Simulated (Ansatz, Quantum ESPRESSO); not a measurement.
# K3HO (Pm-3m): phonons by linear response

How does K3HO (Pm-3m) vibrate, and is this structure a minimum?

Program: Quantum ESPRESSO 7.5. Level of theory: DFT LDA, scalar-relativistic, plane waves, PseudoDojo norm-conserving pseudopotentials. Results are calculated unless marked as measured.

The structure was built from a prototype and need not be the compound's stable phase.

**1. Set-up**

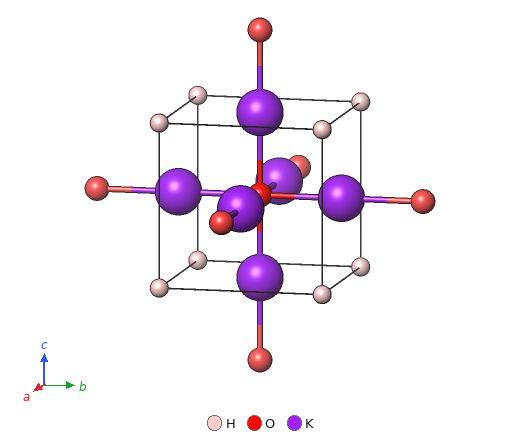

Start, viewed slightly off an axis; hydrogen pink, oxygen red, potassium purple. Some periodic images of atoms are drawn too.

**2. A probe with smearing**

A cheap run with smearing and empty bands tells whether the crystal has a gap, which decides between fixed occupations and smearing later on.

Input file probe.in:

```
&control
   calculation = 'scf'
   prefix = 'x'
   outdir = './tmp'
   pseudo_dir = './pseudo'
   tprnfor = .true.
   tstress = .true.
   verbosity = 'high'
/
&system
   ibrav = 1
   celldm(1) = 9.98153339
   nat = 5
   ntyp = 3
   ecutwfc = 84.0
   occupations = 'smearing'
   smearing = 'gaussian'
   degauss = 0.01
/
&electrons
   conv_thr = 1.0d-07
   mixing_beta = 0.7
   electron_maxstep = 100
/
ATOMIC_SPECIES
 H       1.0080  H.upf
 O      15.9990  O.upf
 K      39.0983  K.upf
ATOMIC_POSITIONS crystal
 H      0.000000000   0.000000000   0.000000000
 O      0.500000000   0.500000000   0.500000000
 K      0.500000000   0.500000000   0.000000000
 K      0.500000000   0.000000000   0.500000000
 K      0.000000000   0.500000000   0.500000000
K_POINTS automatic
 4 4 4 0 0 0
```

Command:

```bash
$ OMP_NUM_THREADS=1 mpirun -n 4 pw.x -nk 4 -in probe.in > probe.out
```

What it wrote:

```text
[banners, grids, parts of the stress and lines that vanish by symmetry left out]
Program PWSCF v.7.5
     bravais-lattice index     =            1
     lattice parameter (alat)  =       9.9815  a.u.
[...]
kinetic-energy cutoff     =      84.0000  Ry
     charge density cutoff     =     336.0000  Ry
     scf convergence threshold =      1.0E-07
[...]
Exchange-correlation= SLA  PW   NOGX NOGC
                           (   1   4   0   0   0   0   0)
[...]
48 Sym. Ops., with inversion, found
[...]
(     0          1          0      )
                  (     0          0          1      )
[...]
(  0.0000000  1.0000000  0.0000000 )
                  (  0.0000000  0.0000000  1.0000000 )
[...]
(     0         -1          0      )
                  (     0          0          1      )
[...]
( -1.0000000  0.0000000  0.0000000 )
                  (  0.0000000  1.0000000  0.0000000 )
[...]
number of k points=    10  Gaussian smearing, width (Ry)=  0.0100
[...]
End of self-consistent calculation
[...]
the Fermi energy is     3.1332 ev
!    total energy              =    -213.75907625 Ry
[...]
convergence has been achieved in  14 iterations
[...]
atom    1 type  1   force =     0.00000000    0.00000000    0.00000000
     atom    2 type  2   force =     0.00000000    0.00000000    0.00000000
     atom    3 type  3   force =     0.00000000    0.00000000    0.00000000
     atom    4 type  3   force =     0.00000000    0.00000000    0.00000000
     atom    5 type  3   force =     0.00000000    0.00000000    0.00000000
[...]
Total force =     0.000000     Total SCF correction =     0.000000
[...]
total   stress  (Ry/bohr**3)                   (kbar)     P=      -27.03
[...]
XML data file, charge density, pseudopotentials, collected wavefunctions

   JOB DONE.
```

The job ended after 15 s (4 MPI ranks of Intel Xeon Platinum 8488C (Sapphire Rapids), shared host).

Read from the output:

```
volume per atom   : 29.47 Å³
pressure          : -2.703 GPa
gap on the k-mesh : 1.542 eV
```

A gap of 1.5 eV opens on this mesh, so the crystal is taken as an insulator; the start stands at -2.7 GPa.

**3. Relaxation**

The relaxation runs at a cutoff a fifth above that of the response, since stress converges more slowly with the basis than frequencies do. Forces and stress are brought to rest with tight thresholds.

Input file relax.in:

```
&control
   calculation = 'vc-relax'
   prefix = 'x'
   outdir = './tmp'
   pseudo_dir = './pseudo'
   tprnfor = .true.
   tstress = .true.
   forc_conv_thr = 2.0d-05
   etot_conv_thr = 1.0d-07
   nstep = 40
/
&system
   ibrav = 1
   celldm(1) = 9.98153339
   nat = 5
   ntyp = 3
   ecutwfc = 101
   occupations = 'fixed'
   nbnd = 19
/
&electrons
   conv_thr = 1.0d-11
   mixing_beta = 0.7
   electron_maxstep = 100
/
&ions
/
&cell
   press_conv_thr = 0.2
/
ATOMIC_SPECIES
 H       1.0080  H.upf
 O      15.9990  O.upf
 K      39.0983  K.upf
ATOMIC_POSITIONS crystal
 H      0.000000000   0.000000000   0.000000000
 O      0.500000000   0.500000000   0.500000000
 K      0.500000000   0.500000000   0.000000000
 K      0.500000000   0.000000000   0.500000000
 K      0.000000000   0.500000000   0.500000000
K_POINTS automatic
 4 4 4 0 0 0
```

Command:

```bash
$ OMP_NUM_THREADS=1 mpirun -n 4 pw.x -nk 4 -in relax.in > relax.out
```

What it wrote:

```text
[banners, grids, parts of the stress and lines that vanish by symmetry left out]
[banner, memory and clock lines left out]
Program PWSCF v.7.5

[...]
kinetic-energy cutoff     =     101.0000  Ry
     charge density cutoff     =     404.0000  Ry
     scf convergence threshold =      1.0E-11
[...]
energy convergence thresh.=      1.0E-07
     force convergence thresh. =      2.0E-05
     press convergence thresh. =      2.0E-01
     Exchange-correlation= SLA  PW   NOGX NOGC
                           (   1   4   0   0   0   0   0)
[...]
48 Sym. Ops., with inversion, found
[...]
number of k points=    10
[...]
End of self-consistent calculation
[...]
highest occupied, lowest unoccupied level (ev):     2.2081    3.7512
!    total energy              =    -213.75911221 Ry
[...]
convergence has been achieved in  19 iterations
[...]
atom    1 type  1   force =     0.00000000    0.00000000    0.00000000
     atom    2 type  2   force =     0.00000000    0.00000000    0.00000000
     atom    3 type  3   force =     0.00000000    0.00000000    0.00000000
     atom    4 type  3   force =     0.00000000    0.00000000    0.00000000
     atom    5 type  3   force =     0.00000000    0.00000000    0.00000000
     Total force =     0.000000     Total SCF correction =     0.000000
[...]
total   stress  (Ry/bohr**3)                   (kbar)     P=      -26.94
[...]
number of bfgs steps    =   0
[...]
CELL_PARAMETERS (alat=  9.98153339)
[...]
ATOMIC_POSITIONS (crystal)
H                0.0000000000        0.0000000000        0.0000000000
O                0.5000000000        0.5000000000        0.5000000000
K                0.5000000000        0.5000000000        0.0000000000
K                0.5000000000        0.0000000000        0.5000000000
[...]
New effective cutoffs (rho, wfc):  407.50  101.92
[...]
End of self-consistent calculation
[...]
highest occupied, lowest unoccupied level (ev):     2.2937    3.8389
!    total energy              =    -213.76153166 Ry
[...]
convergence has been achieved in   8 iterations
[...]
atom    1 type  1   force =     0.00000000    0.00000000    0.00000000
     atom    2 type  2   force =     0.00000000    0.00000000    0.00000000
     atom    3 type  3   force =     0.00000000    0.00000000    0.00000000
     atom    4 type  3   force =     0.00000000    0.00000000    0.00000000
     atom    5 type  3   force =     0.00000000    0.00000000    0.00000000
     Total force =     0.000000     Total SCF correction =     0.000000
[...]
total   stress  (Ry/bohr**3)                   (kbar)     P=      -25.38
[...]
number of bfgs steps    =   1
[...]
WARNING: bfgs curvature condition failed, Theta= 0.857
[...]
CELL_PARAMETERS (alat=  9.98153339)
[...]
ATOMIC_POSITIONS (crystal)
[...]
New effective cutoffs (rho, wfc):  413.18  103.35
[...]
End of self-consistent calculation
[...]
highest occupied, lowest unoccupied level (ev):     2.4261    3.9734
!    total energy              =    -213.76483651 Ry
[...]
convergence has been achieved in   9 iterations
[...]
atom    1 type  1   force =     0.00000000    0.00000000    0.00000000
     atom    2 type  2   force =     0.00000000    0.00000000    0.00000000
     atom    3 type  3   force =     0.00000000    0.00000000    0.00000000
[...]
New effective cutoffs (rho, wfc):  451.75  112.99
[...]
highest occupied, lowest unoccupied level (ev):     3.3833    4.9032
!    total energy              =    -213.77461001 Ry
[...]
convergence has been achieved in  10 iterations
[...]
Total force =     0.000000     Total SCF correction =     0.000000
[...]
total   stress  (Ry/bohr**3)                   (kbar)     P=        2.02
[...]
number of bfgs steps    =   5
[...]
New effective cutoffs (rho, wfc):  449.06  112.32
[...]
highest occupied, lowest unoccupied level (ev):     3.3131    4.8373
!    total energy              =    -213.77465749 Ry
[...]
convergence has been achieved in   9 iterations
[...]
Total force =     0.000000     Total SCF correction =     0.000000
[...]
total   stress  (Ry/bohr**3)                   (kbar)     P=       -0.16
[...]
number of bfgs steps    =   6
[...]
New effective cutoffs (rho, wfc):  449.25  112.37
[...]
highest occupied, lowest unoccupied level (ev):     3.3183    4.8421
!    total energy              =    -213.77465780 Ry
[...]
convergence has been achieved in   9 iterations
[...]
Total force =     0.000000     Total SCF correction =     0.000000
[...]
total   stress  (Ry/bohr**3)                   (kbar)     P=       -0.00
[...]
number of bfgs steps    =   7
[...]
small trust_radius: resetting bfgs history
[...]
CELL_PARAMETERS (alat=  9.98153339)
[...]
ATOMIC_POSITIONS (crystal)
[...]
New effective cutoffs (rho, wfc):  449.25  112.37
[...]
End of self-consistent calculation
[...]
highest occupied, lowest unoccupied level (ev):     3.3183    4.8421
!    total energy              =    -213.77465780 Ry
[...]
convergence has been achieved in   3 iterations
[...]
atom    3 type  3   force =     0.00000000    0.00000000    0.00000000
     atom    4 type  3   force =     0.00000000    0.00000000    0.00000000
     atom    5 type  3   force =     0.00000000    0.00000000    0.00000000
     Total force =     0.000000     Total SCF correction =     0.000000
[...]
total   stress  (Ry/bohr**3)                   (kbar)     P=       -0.00
[...]
bfgs converged in   9 scf cycles and   8 bfgs steps
[...]
End of BFGS Geometry Optimization
     Final enthalpy           =    -213.7746577991 Ry
     File ./tmp/x.bfgs deleted, as requested
[...]
CELL_PARAMETERS (alat=  9.98153339)
[...]
ATOMIC_POSITIONS (crystal)
[...]
K                0.5000000000        0.0000000000        0.5000000000
K                0.0000000000        0.5000000000        0.5000000000
[...]
Final scf calculation at the relaxed structure.
[...]
kinetic-energy cutoff     =     101.0000  Ry
     charge density cutoff     =     404.0000  Ry
     scf convergence threshold =      1.0E-13
[...]
press convergence thresh. =      2.0E-01
     Exchange-correlation= SLA  PW   NOGX NOGC
                           (   1   4   0   0   0   0   0)
[...]
48 Sym. Ops., with inversion, found
[...]
number of k points=    10
[...]
End of self-consistent calculation
[...]
highest occupied, lowest unoccupied level (ev):     3.3183    4.8421
!    total energy              =    -213.77464815 Ry
[...]
convergence has been achieved in  28 iterations
[...]
atom    1 type  1   force =     0.00000000    0.00000000    0.00000000
     atom    2 type  2   force =     0.00000000    0.00000000    0.00000000
     atom    3 type  3   force =     0.00000000    0.00000000    0.00000000
     atom    4 type  3   force =     0.00000000    0.00000000    0.00000000
     atom    5 type  3   force =     0.00000000    0.00000000    0.00000000
     Total force =     0.000000     Total SCF correction =     0.000000
[...]
total   stress  (Ry/bohr**3)                   (kbar)     P=        0.00
[...]
XML data file, charge density, pseudopotentials, collected wavefunctions
```

Elapsed: 2.5 min, on 4 MPI ranks.

The steps of the relaxation:

```
step  energy less that of the first step (eV)  largest force (eV/Å)  pressure (GPa)  volume (Å³)
   1                                   0.0000                0.0000           -2.69       147.37
   2                                  -0.0329                0.0000           -2.54       145.35
   3                                  -0.0779                0.0000           -2.28       142.36
   4                                  -0.1345                0.0000           -1.83       137.96
   5                                  -0.1921                0.0000           -1.00       131.52
   6                                  -0.2109                0.0000            0.20       124.52
   7                                  -0.2115                0.0000           -0.02       125.65
   8                                  -0.2115                0.0000            0.00       125.56
   9                                  -0.2115                0.0000            0.00       125.56
  10                                  -0.2114                0.0000            0.00       125.56
```

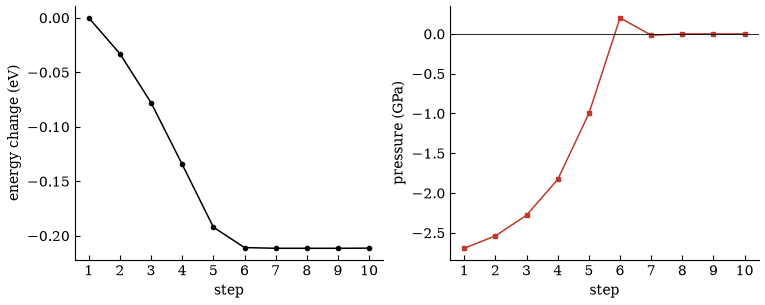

Energy and pressure along the relaxation.

```
conventional cell, symmetrised  before  after   change
                         a (Å)   5.282  5.008   -5.2 %
                         b (Å)   5.282  5.008   -5.2 %
                         c (Å)   5.282  5.008   -5.2 %
              volume (Å³/atom)   29.47  25.11  -14.8 %
```

Final coordinates:

```xyz
5
Lattice="5.0075 0.0000 0.0000 0.0000 5.0075 0.0000 0.0000 0.0000 5.0075" Properties=species:S:1:pos:R:3 pbc="T T T"
H     0.0000    0.0000    0.0000
O     2.5038    2.5038    2.5038
K     2.5038    2.5038    0.0000
K     2.5038    0.0000    2.5038
K     0.0000    2.5038    2.5038
```

The last row of the table of steps is pw.x's closing run on a basis chosen anew for the final cell, so its energy can jump.

Numbers from this step:

* volume per atom: 25.11 Å³
* pressure: 0 GPa
* gap on the k-mesh: 1.524 eV

The volume changes by -14.8 % from the cell with which this run began.

**4. Ground state**

The response is built on this ground state, so it is converged far tighter than an energy would need. With a gap, occupations are fixed, which also allows the response to an electric field.

Input file scf.in:

```
&control
   calculation = 'scf'
   prefix = 'x'
   outdir = './tmp'
   pseudo_dir = './pseudo'
   tprnfor = .true.
   tstress = .true.
/
&system
   ibrav = 1
   celldm(1) = 9.46281943
   nat = 5
   ntyp = 3
   ecutwfc = 84.0
   occupations = 'fixed'
   nbnd = 19
/
&electrons
   conv_thr = 1.0d-12
   mixing_beta = 0.7
   electron_maxstep = 100
/
ATOMIC_SPECIES
 H       1.0080  H.upf
 O      15.9990  O.upf
 K      39.0983  K.upf
ATOMIC_POSITIONS crystal
 H      0.000000000   0.000000000   0.000000000
 O      0.500000000   0.500000000   0.500000000
 K      0.500000000   0.500000000   0.000000000
 K      0.500000000   0.000000000   0.500000000
 K      0.000000000   0.500000000   0.500000000
K_POINTS automatic
 4 4 4 0 0 0
```

Command:

```bash
$ OMP_NUM_THREADS=1 mpirun -n 4 pw.x -nk 4 -in scf.in > scf.out
```

What it wrote:

```text
[banners, grids, parts of the stress and lines that vanish by symmetry left out]
[banner, memory and clock lines left out]
Program PWSCF v.7.5

[...]
kinetic-energy cutoff     =      84.0000  Ry
     charge density cutoff     =     336.0000  Ry
     scf convergence threshold =      1.0E-12
[...]
Exchange-correlation= SLA  PW   NOGX NOGC
                           (   1   4   0   0   0   0   0)
[...]
48 Sym. Ops., with inversion, found
[...]
number of k points=    10
[...]
End of self-consistent calculation
[...]
highest occupied, lowest unoccupied level (ev):     3.3183    4.8421
!    total energy              =    -213.77461297 Ry
[...]
convergence has been achieved in  16 iterations
[...]
atom    1 type  1   force =     0.00000000    0.00000000    0.00000000
     atom    2 type  2   force =     0.00000000    0.00000000    0.00000000
     atom    3 type  3   force =     0.00000000    0.00000000    0.00000000
     atom    4 type  3   force =     0.00000000    0.00000000    0.00000000
     atom    5 type  3   force =     0.00000000    0.00000000    0.00000000
     Total force =     0.000000     Total SCF correction =     0.000000
[...]
total   stress  (Ry/bohr**3)                   (kbar)     P=       -0.07
[...]
XML data file, charge density, pseudopotentials, collected wavefunctions
```

Run time: 14 s. Hardware: 4 MPI ranks.

Numbers from this step:

- pressure: -0.007000 GPa

The cell stands at -0.0070 GPa, close enough for phonons.

(Part 1 of 4 ends here.)

[Host names and launcher messages were left out of these logs when they were recorded.]

[Logs are printed without paths, hosts, clocks, repeated set-up lines and the standing remarks that a program may print on its own settings, such as how far it seeks lower states.]

[Hosts, paths, dates, database ids (printed as entryN), source tags and the programs' standing remarks are cut or masked in the printed files.]
